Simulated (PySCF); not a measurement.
# BH4O− (SMILES [BH3-]O): a chain of runs

We compute a transition-state search (HF/DZP-DKH), then a single-point energy, then the energy (CCSD(T)/cc-pVDZ) of BH4O−. 

The results are computed with PySCF 2.14.0.

**1. The molecule**

BH4O−: 6 atoms, total charge -1, spin state singlet. SMILES: `[BH3-]O`. The run starts from this shape.

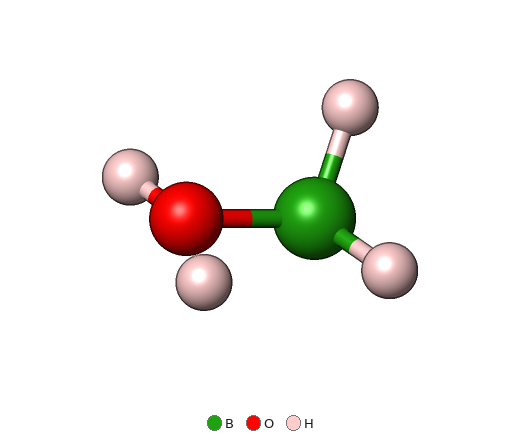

Viewed from a chosen angle; boron green, oxygen red, hydrogen pink.

**2. A saddle-point search at HF/DZP-DKH (sfX2C, density fitting with def2-universal-jkfit) (run 1)**

Input file job.py:

```python
from pyscf import gto
from pyscf.geomopt.geometric_solver import kernel as optimise

mol = gto.M(
    atom=[
    ('B', (-0.074670, -0.173680, -0.316420)),
    ('O', (-0.013550, 1.016190, 0.603980)),
    ('H', (1.237628, 0.280460, 0.240682)),
    ('H', (-0.542300, 0.195170, -1.379270)),
    ('H', (-0.789000, -1.072510, 0.169030)),
    ('H', (0.356770, 0.685330, 1.422430)),
],
    charge=-1,
    spin=0,
    max_memory=1860,
    basis='dzp-dkh',
    verbose=3,
)

myscf = mol.RHF()
myscf = myscf.x2c()
myscf = myscf.density_fit(auxbasis='def2-universal-jkfit')
converged, mol_eq = optimise(myscf, maxsteps=60, transition=True, hessian=True)
print('converged:', converged)
print(mol_eq.tostring())

myscf.reset(mol_eq)
mol = mol_eq
myscf.kernel()
energy = myscf.e_tot
print('Final energy', energy)
```

On the command line:

```
$ OMP_NUM_THREADS=1 python job.py
```

Output:

```text
converged SCF energy = -101.816479683493

[... 87 lines left out ...]
Step    0 : Gradient = 7.115e-02/1.135e-01 (rms/max) Energy = -101.8164796835
[... 300 lines left out ...]
converged SCF energy = -101.81522485156
[... 311 lines left out ...]
converged SCF energy = -101.790184496649
[... 311 lines left out ...]
converged SCF energy = -101.806594007675
[... 311 lines left out ...]
converged SCF energy = -101.810435412093
[... 36 lines left out ...]
Failed inverse iteration - checking coordinate system
[... 204 lines left out ...]
Geometry optimization failed to converge in 60 iterations
[... 7 lines left out ...]
converged SCF energy = -101.81044473349
Final energy -101.8104447334902
```

It took 70 s on 1 thread of Intel Xeon at 2.50GHz (Skylake/Cascade Lake), shared host; peak memory 0.23 GiB.

No converged result was reached.

**3. The energy at HF/DZP-DKH (sfX2C, density fitting with def2-universal-jkfit) (run 4)**

Input file run.py:

```python
from pyscf import gto, scf

molecule = gto.M(
    atom=[
    ('B', (-0.074670, -0.173680, -0.316420)),
    ('O', (-0.013550, 1.016190, 0.603980)),
    ('H', (1.062740, -0.650510, -0.499740)),
    ('H', (-0.542300, 0.195170, -1.379270)),
    ('H', (-0.789000, -1.072510, 0.169030)),
    ('H', (0.356770, 0.685330, 1.422430)),
],
    spin=0,
    charge=-1,
    max_memory=1860,
    verbose=4,
    basis='dzp-dkh',
)

hf = scf.RHF(molecule)
hf = hf.sfx2c1e()
hf = hf.density_fit(auxbasis='def2-universal-jkfit')
hf.kernel()

energy = hf.e_tot
print('Final energy', energy)
```

On the command line:

```
$ OMP_NUM_THREADS=1 python run.py
```

Output:

```text
PySCF version 2.14.0

[... 63 lines left out ...]
converged SCF energy = -101.949095499729
Final energy -101.94909549972864
```

It took 1.5 s on 1 thread of Intel Xeon at 2.50GHz (Skylake/Cascade Lake), shared host; peak memory 0.11 GiB.

**4. A single-point energy at CCSD(T)/cc-pVDZ (run 6)**

Input file job.py:

```python
from pyscf import gto, scf, cc

mol = gto.M(
    atom='''
B       -0.074670      -0.173680      -0.316420
O       -0.013550       1.016190       0.603980
H        1.062740      -0.650510      -0.499740
H       -0.542300       0.195170      -1.379270
H       -0.789000      -1.072510       0.169030
H        0.356770       0.685330       1.422430
''',
    verbose=3,
    max_memory=1860,
    spin=0,
    basis='cc-pvdz',
    charge=-1,
)

mf = scf.RHF(mol)
mf.kernel()

mycc = cc.CCSD(mf)
mycc.kernel()
e_t = mycc.ccsd_t()
etot = mycc.e_tot + e_t
print('E(%s) = %.9f' % ('CCSD(T)', etot))
dip = mf.dip_moment()
pop, q = mf.mulliken_pop()
```

On the command line:

```
$ OMP_NUM_THREADS=1 python job.py
```

Output:

```text
converged SCF energy = -101.873979711847
E(CCSD) = -102.2195540351192  E_corr = -0.345574323272246
CCSD(T) correction = -0.00691644167286825
E(CCSD(T)) = -102.226470477

WARN: System has nonzero charge -1; the dipole moment is origin-dependent.
Location of origin: [0. 0. 0.]

Dipole moment(X, Y, Z, Debye):  0.75240, -0.41794,  1.82684
[... 55 lines left out ...]
charge of    5H =      0.09603
```

It took 5.1 s on 1 thread of Intel Xeon at 2.50GHz (Skylake/Cascade Lake), shared host; peak memory 0.15 GiB.

**5. What came out**

| quantity | value |
| --- | --- |
| run 4, HF/DZP-DKH: total energy | -101.94910 Eh |
| run 4, HF/DZP-DKH: HOMO energy | -4.00 eV |
| run 4, HF/DZP-DKH: LUMO energy | 10.21 eV |
| run 4, HF/DZP-DKH: HOMO–LUMO gap (to an unbound level, set by the basis) | 14.21 eV |
| run 6, CCSD(T)/cc-pVDZ: total energy | -102.22647 Eh |
| run 6, CCSD(T)/cc-pVDZ: HOMO energy (Hartree–Fock orbitals) | -3.87 eV |
| run 6, CCSD(T)/cc-pVDZ: LUMO energy (Hartree–Fock orbitals) | 10.91 eV |
| run 6, CCSD(T)/cc-pVDZ: HOMO–LUMO gap (to an unbound level, set by the basis) | 14.78 eV |
| run 6, CCSD(T)/cc-pVDZ: correlation energy | -352.5 mEh |
| run 6, CCSD(T)/cc-pVDZ: (T) correction | -6.92 mEh |
| run 6, CCSD(T)/cc-pVDZ: T1 diagnostic | 0.009 |
| run 1, HF/DZP-DKH | no result (not converged) |

In words: The triples (run 6, CCSD(T)/cc-pVDZ) make up 2.0 % of the correlation energy. 1 of the 3 runs did not end normally.
